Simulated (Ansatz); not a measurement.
Sr2CaTi3O9 (perovskite [001] superlattice) (P4mm), computed twice by G0W0.

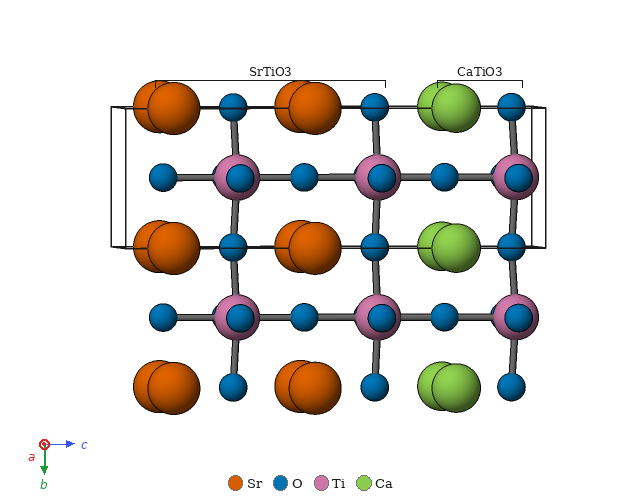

The structure (strontium orange, oxygen blue, titanium pink, calcium green). 1×2×1 cells are drawn. Some periodic images of atoms are drawn too.

The structure was built from a prototype and need not be the compound's stable phase.

The structure is tetragonal, space group P4mm (No. 99). The conventional cell has a = 3.833 Å, b = 3.833 Å, c = 11.572 Å, α = 90.00°, β = 90.00°, γ = 90.00°. Nearest to Sr lie 12 O at 2.65 to 2.83 Å. Nearest to O lie 2 Ti at 1.86 to 2.03 Å and 4 Sr at 2.71 Å. Nearest to Ti lie 6 O at 1.85 to 2.03 Å. Nearest to O lie 2 Ti at 1.92 Å and 4 Sr at 2.65 to 2.81 Å. Sr has 12 O at 2.66 to 2.81 Å nearest. Nearest to O lie 2 Ti at 1.85 to 2.03 Å and 4 Sr at 2.71 Å. It derives from SrTiO3. Farther neighbours and most contacts between anions are not listed.

```xyz
15
Lattice="3.8333 0.0000 0.0000 0.0000 3.8333 0.0000 0.0000 0.0000 11.5725" Properties=species:S:1:pos:R:3 pbc="T T T"
Sr    0.0000    0.0000    1.0284
O     1.9166    1.9166    0.9321
Ti    1.9166    1.9166    2.9645
O     1.9166    0.0000    2.8595
O     0.0000    1.9166    2.8595
Sr    0.0000    0.0000    4.9185
O     1.9166    1.9166    4.8185
Ti    1.9166    1.9166    6.8474
O     1.9166    0.0000    6.7574
O     0.0000    1.9166    6.7574
Ca    0.0000    0.0000    8.8033
O     1.9166    1.9166    8.6790
Ti    1.9166    1.9166   10.6417
O     1.9166    0.0000   10.5210
O     0.0000    1.9166   10.5210
```

The structure was relaxed with LDA. The runs that relaxed it are not among those shown.

The first (Ansatz 0.2.0; start LDA, 4×4×2 mesh, 329 empty bands, screening to 90 eV, PAW set soft_1 files; 4 threads of Arm Neoverse V1, shared host) gave, on its mesh: starting gap 1.81 eV, G0W0 gap 3.60 eV, RPA ε∞ (mean) 6.20, 4.5 min.

Question: The second changes empty bands from 329 to 83 and screening cutoff (eV) from 90.0 to 36. What does it give?

It gave: starting gap 1.81 eV, G0W0 gap 4.15 eV, RPA ε∞ (mean) 6.27, 67 s. The G0W0 gap moves by +0.55 eV, +0.00 eV from the start and +0.55 eV from the correction. Σc changes by +0.14 eV at the valence top and +0.69 eV at the conduction bottom, and Σx − Vxc between them by +0.00 eV.

Limits: not at the basis limit; no spin-orbit coupling; coarse k mesh.

[Paths, hosts, dates, memory and timing lines, banners, echoed tables and standing remarks are left out of the program output.]

[Logs are printed without paths, hosts, clocks, repeated set-up lines and the standing remarks that a program may print on its own settings, such as how far it seeks lower states.]

[Runs of the session that timed out or met a known fault of the program may be left out.]

[Cells called generated may have been cut or substituted from an entry of the Crystallography Open Database or the Materials Project.]

[Hosts, paths, dates, database ids (printed as entryN), source tags and the programs' standing remarks are cut or masked in the printed files.]
